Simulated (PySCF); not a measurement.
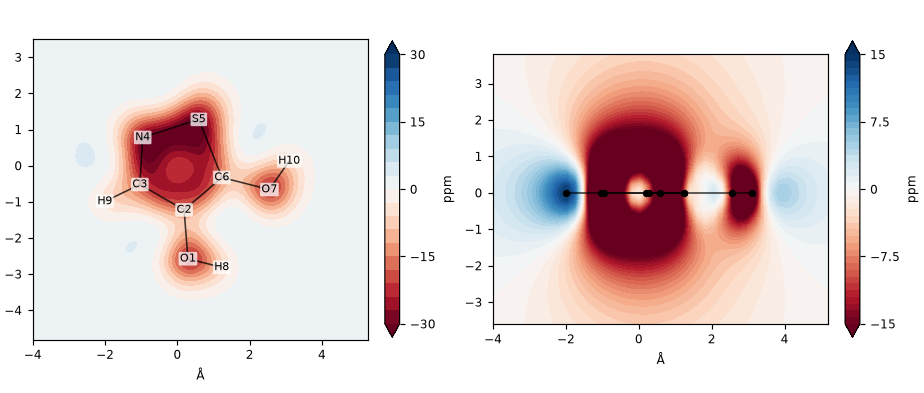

*C3H3NO2S, SMILES `Oc1cnsc1O`. NICSzz (the component normal to the ring) 1.0 Å above the plane of the 5-membered ring C2/C3/N4/S5/C6 (left) and NICSzz (the component normal to the ring) in a plane perpendicular to the same ring (right); GIAO shieldings; atoms are projected onto the map; negative values mean shielding.*

PySCF calculation, BP86/cc-pVDZ, gas phase; geometry: GFN2-xTB. No frequency check shows the geometry to be a minimum. GFN2-xTB bond lengths at metals and heavier atoms can be off by up to 0.1 Å and shapes distorted, which carries into these values.

Geometry (Å), atoms numbered from 1:

```
O1      -2.1860    0.7701    0.0000
C2      -0.8494    0.5412    0.0000
C3       0.1320    1.5552    0.0000
N4       1.3750    1.1587    0.0000
S5       1.4776   -0.4705    0.0000
C6      -0.2374   -0.6929    0.0000
O7      -0.8838   -1.8854    0.0000
H8      -2.6458   -0.0783    0.0000
H9      -0.0829    2.6081    0.0000
H10     -0.2513   -2.6111    0.0000
```

**Classify the ring and give its NICS values.**

It is strongly diatropic (aromatic): NICS(0) = −13.1, NICS(1) = −9.6, NICS(1)zz = −22.1 ppm.

The PySCF run took 35 s on 1 thread of Arm Neoverse V1, with other jobs on the host, peak memory 0.64 GiB.
